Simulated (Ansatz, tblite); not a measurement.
# Al(CO)H3 (CH₃AlO): removing and adding an electron

Aim: the energy of removing and adding an electron for Al(CO)H3 (CH₃AlO), by energy differences, and how well orbital energies stand in for it.

The runs use Ansatz 0.2.0, Gaussian basis; as each input shows.

Levels to be run: charge +1 doublet, at the geometry of the singlet (PBE0-D4/def2-TZVP, PBE-D4/def2-TZVP, r2SCAN-D4/def2-TZVP, CCSD(T)/def2-TZVPP); charge -1 doublet, at the geometry of the singlet (PBE0-D4/def2-TZVPD, PBE-D4/def2-TZVPD, r2SCAN-D4/def2-TZVPD, CCSD(T)/def2-TZVPD); the starting singlet's energies come from earlier runs.

## Step 1: The relaxed structure

The singlet was relaxed beforehand with PBE0-D4/def2-TZVP.

6 atoms, charge 0, spin multiplicity 1.

Atoms are counted from 1 here; the program's logs count them from 0.

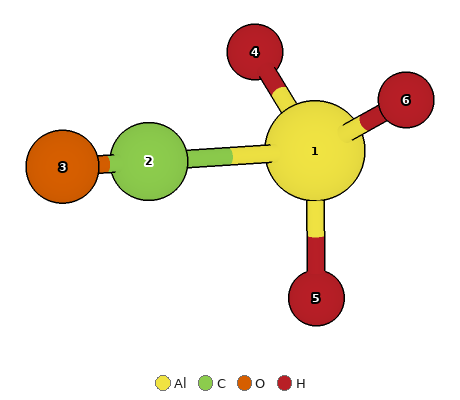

The structure; aluminium yellow, carbon green, oxygen orange, hydrogen red; atoms are numbered from 1 in the order of the file.

## Step 2: Charge +1 doublet at the fixed geometry, PBE0-D4/def2-TZVP

File in.yaml:

```yaml
crystal:
  periodic: [false, false, false]
  atoms:
    - {symbol: Al, position_ang: [-0.129416, -0.240052, -0.786113]}
    - {symbol: C, position_ang: [0.203917, 0.382429, 1.243886]}
    - {symbol: O, position_ang: [0.378928, 0.702854, 2.301704]}
    - {symbol: H, position_ang: [1.399889, -0.579283, -1.080690]}
    - {symbol: H, position_ang: [-0.724412, 1.156412, -1.271858]}
    - {symbol: H, position_ang: [-1.128907, -1.422370, -0.406929]}
basis:
  gaussian: {orbitals: def2-TZVP}
total_charge: 1
magnetization: {spin_polarized: true, initial_magnetization: 1}
hamiltonian: {xc: pbe0, dispersion: d4}
output: {orbitals: {seedname: orbitals}}
```

Run with:

```
ansatz run in.yaml --threads 4 --pin off --events-out ev --progress --plain --max-ram 3916MiB
```

What it wrote:

```text
Functional definition: PBE0
  name "PBE0"
  cite "Adamo & Barone, J. Chem. Phys. 110, 6158 (1999) doi:10.1063/1.478522"
  cite "Perdew, Burke & Ernzerhof, Phys. Rev. Lett. 77, 3865 (1996) doi:10.1103/PhysRevLett.77.3865"
  parent pbe
  parameter a = 0.25
  parameter kappa = 0.804
  parameter beta = 0.06672455060314922
  exchange = (1 - a)*pbe_x(kappa = kappa, mu = beta*pi^2/3) + a*exact_x
  correlation = pbe_c(beta = beta)
742 factors; their error is unknown
mean field evaluation 1: about -9702.7917 eV, gradient 5.1e1 eV
mean field evaluation 2: about -9646.1688 eV, gradient 1.1e2 eV
mean field evaluation 4: about -9712.4918 eV, gradient 7.5e0 eV
mean field evaluation 8: about -9712.8196 eV, gradient 1.6e-1 eV
mean field evaluation 16: about -9712.8431 eV, gradient 5.4e-4 eV
mean field evaluation 32: about -9712.0885 eV, gradient 8.0e0 eV
mean field -9712.84314077 eV, -356.9404018216 hartree, gradient 2.0e-6 eV, S^2 0.765715; 5 other end points of the search recorded, 0 dependent functions left out
reference -9712.84317169 eV, -356.9404029582 hartree; 15, 14 occupied and 102, 103 virtual orbitals, 742 factors
Total energy: -9712.89421832 eV, -356.9422788872 hartree
```

Wall time 4 s (4 threads of Arm Neoverse V2, shared host).

HOMO -14.37 eV, LUMO -12.92 eV (over both spins); ⟨S²⟩ 0.766 (pure: 0.75); the next solution that the search met lies 0.030 eV higher.

## Step 3: Charge +1 doublet at the fixed geometry, PBE-D4/def2-TZVP

start.molden holds the orbitals of an earlier run on this state, given as this run's starting guess.

in.yaml, as its differences from that of step 2:

```diff
@@ -10,6 +10,7 @@
 basis:
-  gaussian: {orbitals: def2-TZVP}
+  gaussian: {orbitals: def2-TZVP, initial_orbitals: start.molden}
 total_charge: 1
 magnetization: {spin_polarized: true, initial_magnetization: 1}
-hamiltonian: {xc: pbe0, dispersion: d4}
+hamiltonian: {xc: pbe, dispersion: d4}
+scf: {omitted_lower_state_checks: [starts]}
 output: {orbitals: {seedname: orbitals}}
```

The command is unchanged.

What it wrote:

```text
Functional definition: PBE
  name "PBE"
  cite "Perdew, Burke & Ernzerhof, Phys. Rev. Lett. 77, 3865 (1996) doi:10.1103/PhysRevLett.77.3865"
  parent pbe
  parameter kappa = 0.804
  parameter beta = 0.06672455060314922
  exchange = pbe_x(kappa = kappa, mu = beta*pi^2/3)
  correlation = pbe_c(beta = beta)
these checks for a lower state are left out or cut short: starts
722 factors; their error is unknown
mean field evaluation 1: about -9712.3797 eV, gradient 6.3e0 eV
mean field evaluation 2: about -9712.4699 eV, gradient 1.6e-1 eV
mean field evaluation 4: about -9712.4670 eV, gradient 3.4e-3 eV
mean field evaluation 8: about -9712.4670 eV, gradient 2.4e-5 eV
mean field -9712.46703959 eV, -356.9265803581 hartree, gradient 2.4e-5 eV, S^2 0.757720; 0 other end points of the search recorded, 0 dependent functions left out
reference -9712.46708114 eV, -356.9265818853 hartree; 15, 14 occupied and 102, 103 virtual orbitals, 722 factors
Total energy: -9712.52780759 eV, -356.9288135411 hartree
Checks for a lower state left out: starts
```

It took 0.85 s on 4 threads of Arm Neoverse V2, shared host.

From the report: HOMO -13.44 eV, LUMO -13.68 eV (over both spins; with the spin held, an empty level of the minority spin lies below the top filled one); ⟨S²⟩ 0.758 (pure: 0.75).

## Step 4: Charge +1 doublet at the fixed geometry, r2SCAN-D4/def2-TZVP

in.yaml, as its differences from that of step 3:

```diff
@@ -13,3 +13,3 @@
 magnetization: {spin_polarized: true, initial_magnetization: 1}
-hamiltonian: {xc: pbe, dispersion: d4}
+hamiltonian: {xc: r2scan, dispersion: d4}
 scf: {omitted_lower_state_checks: [starts]}
```

Launched as before.

What it wrote:

```text
Functional definition: r2SCAN
  name "r2SCAN"
  cite "Furness, Kaplan, Ning, Perdew & Sun, J. Phys. Chem. Lett. 11, 8208 (2020) doi:10.1021/acs.jpclett.0c02405"
  cite "Furness, Kaplan, Ning, Perdew & Sun, J. Phys. Chem. Lett. 11, 9248 (2020) doi:10.1021/acs.jpclett.0c03077"
  parent r2scan
  parameter k0 = 0.174
  parameter k1 = 0.065
  parameter a1 = 4.9479
  exchange = r2scan_x(k0 = k0, k1 = k1, a1 = a1)
  correlation = r2scan_c
these checks for a lower state are left out or cut short: starts
722 factors; their error is unknown
mean field evaluation 1: about -9717.2515 eV, gradient 3.6e0 eV
mean field evaluation 2: about -9717.2837 eV, gradient 5.4e-2 eV
mean field evaluation 4: about -9717.2811 eV, gradient 2.9e-4 eV
mean field evaluation 8: about -9717.2811 eV, gradient 2.4e-5 eV
mean field -9717.28108130 eV, -357.1034931282 hartree, gradient 2.7e-5 eV, S^2 0.768496; 0 other end points of the search recorded, 0 dependent functions left out
reference -9717.28109651 eV, -357.1034936872 hartree; 15, 14 occupied and 102, 103 virtual orbitals, 722 factors
Total energy: -9717.29513700 eV, -357.1040096654 hartree
Checks for a lower state left out: starts
```

It took 2 s on 4 threads of Arm Neoverse V2, shared host.

From the report: HOMO -13.60 eV, LUMO -13.56 eV (over both spins); ⟨S²⟩ 0.768 (pure: 0.75).

## Step 5: Charge +1 doublet at the fixed geometry, CCSD(T)/def2-TZVPP

in.yaml, as its differences from that of step 4:

```diff
@@ -10,7 +10,7 @@
 basis:
-  gaussian: {orbitals: def2-TZVP, initial_orbitals: start.molden}
+  gaussian: {orbitals: def2-TZVPP, initial_orbitals: start.molden}
 total_charge: 1
 magnetization: {spin_polarized: true, initial_magnetization: 1}
-hamiltonian: {xc: r2scan, dispersion: d4}
-scf: {omitted_lower_state_checks: [starts]}
+correlation: {method: ccsd_t}
+scf: {omitted_lower_state_checks: [starts, cluster_reference]}
 output: {orbitals: {seedname: orbitals}}
```

Launched as before.

What it wrote, cut to the lines that bear on the results:

```text
Functional definition: HF
  name "HF"
  cite "Fock, Z. Phys. 61, 126 (1930) doi:10.1007/BF01340294"
  parent pbe
[...]
875 factors; integrals over basis functions are off by at most 1.3e-3 eV
[...]
mean field -9688.86863670 eV, -356.0593550476 hartree, gradient 2.4e-6 eV, S^2 0.773123; 0 other end points of the search recorded, 0 dependent functions left out
7 core orbitals not correlated: weight in the atoms' cores, before any rotation towards them, 1.000 or more for the frozen orbitals, at most 0.000 for the correlated occupied ones
reference -9688.86863670 eV, -356.0593550476 hartree; 8, 7 occupied and 131, 132 virtual orbitals, 875 factors
second order -11.83560177 eV of doubles, -0.00000000 eV of singles
cycle   1  -11.75338917 eV  change    8.2e-2 eV  update   1.1e-1
[...]
cycle  14  -12.43181137 eV  change   -9.4e-6 eV  update   6.7e-6
perturbative correction -0.55978196 eV, -0.0205716076 hartree
Total energy: -9701.86023003 eV, -356.5367872966 hartree
Checks for a lower state left out: starts, cluster_reference
```

Run time: 7 s. Hardware: 4 threads of Arm Neoverse V2, shared host; peak memory 1.3 GiB.

Report: Hartree-Fock HOMO -16.91 eV, LUMO -9.13 eV (over both spins); ⟨S²⟩ 0.773 (pure: 0.75); T1 0.033.

## Step 6: Vertical ionisation energy

Charged state less starting state, singlet to doublet; the starting state's energies are those of its earlier runs.

Differences are taken before rounding.

| method | vertical ionisation energy (eV) | from CCSD(T)/def2-TZVPP (eV) | time |
| --- | --- | --- | --- |
| HF/def2-TZVPP | 10.21 | -0.66 |  |
| PBE-D4/def2-TZVP | 10.43 | -0.44 | 1.3 s |
| r2SCAN-D4/def2-TZVP | 10.53 | -0.33 | 3 s |
| PBE0-D4/def2-TZVP | 10.66 | -0.21 | 4.6 s |
| MP2/def2-TZVPP | 10.82 | -0.05 |  |
| CCSD/def2-TZVPP | 10.89 | +0.02 |  |
| CCSD(T)/def2-TZVPP | 10.87 | 0 | 9.1 s |

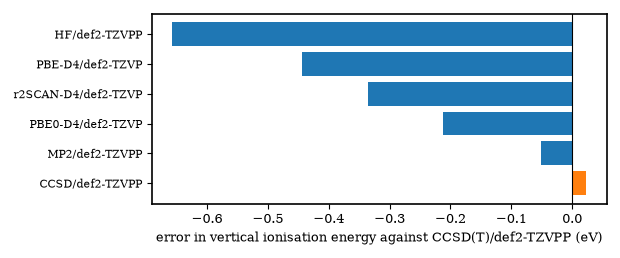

How far each level lands from CCSD(T)/def2-TZVPP.

Times add the two runs; a level without a time comes out of a correlated run.

Beside −ε(HOMO) of the starting state:

| level | −ε(HOMO) (eV) | by difference (eV) | mismatch (eV) |
| --- | --- | --- | --- |
| PBE-D4/def2-TZVP | 7.11 | 10.43 | -3.31 |
| r2SCAN-D4/def2-TZVP | 7.41 | 10.53 | -3.12 |
| PBE0-D4/def2-TZVP | 8.32 | 10.66 | -2.34 |

## Step 7: Charge -1 doublet at the fixed geometry, PBE0-D4/def2-TZVPD

in.yaml, as its differences from that of step 5:

```diff
@@ -10,7 +10,6 @@
 basis:
-  gaussian: {orbitals: def2-TZVPP, initial_orbitals: start.molden}
-total_charge: 1
+  gaussian: {orbitals: def2-TZVPD}
+total_charge: -1
 magnetization: {spin_polarized: true, initial_magnetization: 1}
-correlation: {method: ccsd_t}
-scf: {omitted_lower_state_checks: [starts, cluster_reference]}
+hamiltonian: {xc: pbe0, dispersion: d4}
 output: {orbitals: {seedname: orbitals}}
```

The command is unchanged.

What it wrote, cut to the lines that bear on the results:

```text
Functional definition: PBE0
  name "PBE0"
  cite "Adamo & Barone, J. Chem. Phys. 110, 6158 (1999) doi:10.1063/1.478522"
  cite "Perdew, Burke & Ernzerhof, Phys. Rev. Lett. 77, 3865 (1996) doi:10.1103/PhysRevLett.77.3865"
  parent pbe
[...]
805 factors; their error is unknown
[...]
mean field -9723.42560445 eV, -357.3293001890 hartree, gradient 7.1e-6 eV, S^2 0.753287; 10 other end points of the search recorded, 0 dependent functions left out
reference -9723.42564996 eV, -357.3293018616 hartree; 16, 15 occupied and 131, 132 virtual orbitals, 805 factors
Total energy: -9723.51455088 eV, -357.3325689099 hartree
```

Wall time 18 s (4 threads of Arm Neoverse V2, shared host).

HOMO 2.30 eV, LUMO 3.54 eV (over both spins); ⟨S²⟩ 0.753 (pure: 0.75). Doubts: highest occupied level lies above zero.

## Step 8: Charge -1 doublet at the fixed geometry, PBE-D4/def2-TZVPD

in.yaml, as its differences from that of step 7:

```diff
@@ -10,6 +10,7 @@
 basis:
-  gaussian: {orbitals: def2-TZVPD}
+  gaussian: {orbitals: def2-TZVPD, initial_orbitals: start.molden}
 total_charge: -1
 magnetization: {spin_polarized: true, initial_magnetization: 1}
-hamiltonian: {xc: pbe0, dispersion: d4}
+hamiltonian: {xc: pbe, dispersion: d4}
+scf: {omitted_lower_state_checks: [starts]}
 output: {orbitals: {seedname: orbitals}}
```

The command is unchanged.

What it wrote:

```text
Functional definition: PBE
  name "PBE"
  cite "Perdew, Burke & Ernzerhof, Phys. Rev. Lett. 77, 3865 (1996) doi:10.1103/PhysRevLett.77.3865"
  parent pbe
  parameter kappa = 0.804
  parameter beta = 0.06672455060314922
  exchange = pbe_x(kappa = kappa, mu = beta*pi^2/3)
  correlation = pbe_c(beta = beta)
these checks for a lower state are left out or cut short: starts
775 factors; their error is unknown
mean field evaluation 1: about -9722.6720 eV, gradient 6.2e0 eV
mean field evaluation 2: about -9722.7609 eV, gradient 1.4e-1 eV
mean field evaluation 4: about -9722.7117 eV, gradient 3.2e0 eV
mean field evaluation 8: about -9722.7964 eV, gradient 1.6e-1 eV
mean field evaluation 16: about -9722.7969 eV, gradient 2.4e-3 eV
mean field -9722.79694833 eV, -357.3061975028 hartree, gradient 6.0e-6 eV, S^2 0.751864; 0 other end points of the search recorded, 0 dependent functions left out
reference -9722.79700895 eV, -357.3061997303 hartree; 16, 15 occupied and 131, 132 virtual orbitals, 775 factors
Total energy: -9722.90253530 eV, -357.3100777522 hartree
Checks for a lower state left out: starts
```

Wall time 5 s (4 threads of Arm Neoverse V2, shared host).

HOMO 2.66 eV, LUMO 2.73 eV (over both spins); ⟨S²⟩ 0.752 (pure: 0.75). Doubts: highest occupied level lies above zero.

## Step 9: Charge -1 doublet at the fixed geometry, r2SCAN-D4/def2-TZVPD

in.yaml, as its differences from that of step 8:

```diff
@@ -13,3 +13,3 @@
 magnetization: {spin_polarized: true, initial_magnetization: 1}
-hamiltonian: {xc: pbe, dispersion: d4}
+hamiltonian: {xc: r2scan, dispersion: d4}
 scf: {omitted_lower_state_checks: [starts]}
```

Same command.

What it wrote, cut to the lines that bear on the results:

```text
Functional definition: r2SCAN
  name "r2SCAN"
  cite "Furness, Kaplan, Ning, Perdew & Sun, J. Phys. Chem. Lett. 11, 8208 (2020) doi:10.1021/acs.jpclett.0c02405"
  cite "Furness, Kaplan, Ning, Perdew & Sun, J. Phys. Chem. Lett. 11, 9248 (2020) doi:10.1021/acs.jpclett.0c03077"
  parent r2scan
[...]
775 factors; their error is unknown
[...]
mean field -9727.74508789 eV, -357.4880382774 hartree, gradient 6.2e-6 eV, S^2 0.754339; 0 other end points of the search recorded, 0 dependent functions left out
reference -9727.74512206 eV, -357.4880395331 hartree; 16, 15 occupied and 131, 132 virtual orbitals, 775 factors
Total energy: -9727.77068474 eV, -357.4889789443 hartree
Checks for a lower state left out: starts
```

Run time: 7 s. Hardware: 4 threads of Arm Neoverse V2, shared host.

Report: HOMO 3.08 eV, LUMO 3.57 eV (over both spins); ⟨S²⟩ 0.754 (pure: 0.75). Doubts: highest occupied level lies above zero.

## Step 10: Charge -1 doublet at the fixed geometry, CCSD(T)/def2-TZVPD

in.yaml, as its differences from that of step 9:

```diff
@@ -13,4 +13,4 @@
 magnetization: {spin_polarized: true, initial_magnetization: 1}
-hamiltonian: {xc: r2scan, dispersion: d4}
-scf: {omitted_lower_state_checks: [starts]}
+correlation: {method: ccsd_t}
+scf: {omitted_lower_state_checks: [starts, cluster_reference]}
 output: {orbitals: {seedname: orbitals}}
```

The command is unchanged.

What it wrote, cut to the lines that bear on the results:

```text
Functional definition: HF
  name "HF"
  cite "Fock, Z. Phys. 61, 126 (1930) doi:10.1007/BF01340294"
  parent pbe
[...]
982 factors; integrals over basis functions are off by at most 9.2e-4 eV
[...]
mean field -9698.38387439 eV, -356.4090335831 hartree, gradient 4.4e-10 eV, S^2 0.761530; 0 other end points of the search recorded, 0 dependent functions left out
7 core orbitals not correlated: weight in the atoms' cores, before any rotation towards them, 1.000 or more for the frozen orbitals, at most 0.000 for the correlated occupied ones
reference -9698.38387439 eV, -356.4090335831 hartree; 9, 8 occupied and 131, 132 virtual orbitals, 982 factors
second order -12.39163270 eV of doubles, -0.00000000 eV of singles
cycle   1  -12.72425244 eV  change   -3.3e-1 eV  update   1.0e-1
[...]
cycle  17  -13.25620242 eV  change   -6.8e-6 eV  update   1.3e-5
perturbative correction -0.52219011 eV, -0.0191901325 hartree
Total energy: -9712.16226691 eV, -356.9153801690 hartree
Checks for a lower state left out: starts, cluster_reference
```

Wall time 13 s (4 threads of Arm Neoverse V2, shared host); peak memory 1.4 GiB.

From the report: Hartree-Fock HOMO -0.66 eV, LUMO 4.49 eV (over both spins); ⟨S²⟩ 0.762 (pure: 0.75); T1 0.020.

## Step 11: Vertical electron affinity

Starting state less charged state (positive: the electron is bound), singlet to doublet; the starting state's energies are those of its earlier runs.

Differences are taken before rounding.

| method | vertical electron affinity (eV) | from CCSD(T)/def2-TZVPD (eV) | time |
| --- | --- | --- | --- |
| HF/def2-TZVPD | -0.70 | -0.27 |  |
| PBE-D4/def2-TZVPD | -0.06 | +0.36 | 5.7 s |
| r2SCAN-D4/def2-TZVPD | -0.07 | +0.35 | 8.3 s |
| PBE0-D4/def2-TZVPD | -0.05 | +0.38 | 18 s |
| MP2/def2-TZVPD | -0.57 | -0.15 |  |
| CCSD/def2-TZVPD | -0.41 | +0.02 |  |
| CCSD(T)/def2-TZVPD | -0.42 | 0 | 15 s |

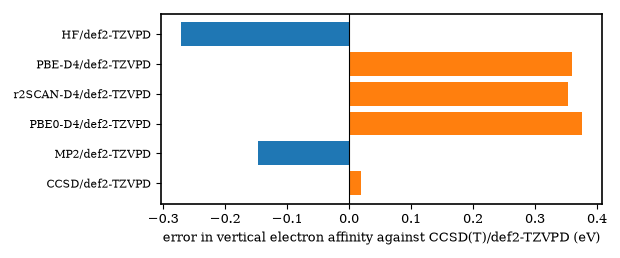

Error of each method against CCSD(T)/def2-TZVPD.

Times add the two runs; a level without a time comes out of a correlated run.

Beside −ε(LUMO) of the starting state:

| level | −ε(LUMO) (eV) | by difference (eV) | mismatch (eV) |
| --- | --- | --- | --- |
| PBE-D4/def2-TZVPD | 3.26 | -0.06 | +3.32 |
| r2SCAN-D4/def2-TZVPD | 3.09 | -0.07 | +3.16 |
| PBE0-D4/def2-TZVPD | 2.20 | -0.05 | +2.25 |

## Step 12: Results

```
                                             quantity                                    value
 vertical ionisation energy, functionals in def2-TZVP     10.43 (PBE-D4) to 10.66 eV (PBE0-D4)
       vertical ionisation energy, CCSD(T)/def2-TZVPP                                 10.87 eV
vertical electron affinity, functionals in def2-TZVPD  -0.07 (r2SCAN-D4) to -0.05 eV (PBE0-D4)
       vertical electron affinity, CCSD(T)/def2-TZVPD                                 -0.42 eV
```

In words: The vertical ionisation energy spans 10.43 to 10.66 eV over the functionals, beside 10.87 eV from CCSD(T)/def2-TZVPP. −ε(HOMO) misses the level's own difference by -2.34 eV at best (PBE0-D4) and -3.31 eV at worst (PBE-D4). CCSD(T)/def2-TZVPP isn't at the basis-set limit; small misses against it rank nothing. The vertical electron affinity spans -0.07 to -0.05 eV over the functionals, beside -0.42 eV from CCSD(T)/def2-TZVPD. A negative affinity means an unbound electron, held by the basis alone. −ε(LUMO) misses the level's own difference by +2.25 eV at best (PBE0-D4) and +3.32 eV at worst (PBE-D4).
